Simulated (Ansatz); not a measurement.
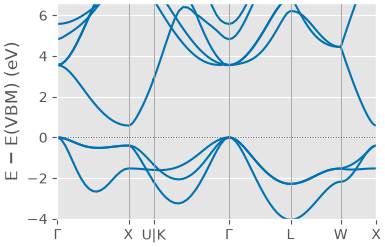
*Band structure from the program Ansatz at the r²SCAN level (PAW)*

Problem. Read off the gap and where the band edges lie.

Solution. About 0.6 eV (0.58 eV by a search for the band edges); maximum at Γ, minimum at X.

Problem. Pick the material that matches.
(A) BeTe, zinc blende
(B) HgF2, fluorite
(C) YN, rock salt

Solution. C, YN, rock salt

Space group Fm-3m (rock salt). The cell was relaxed with r²SCAN under the symmetry of its start. The run is not spin-polarised. Spin–orbit coupling is left out wherever it is not named.

Potentials: the later of the program's two PAW sets.
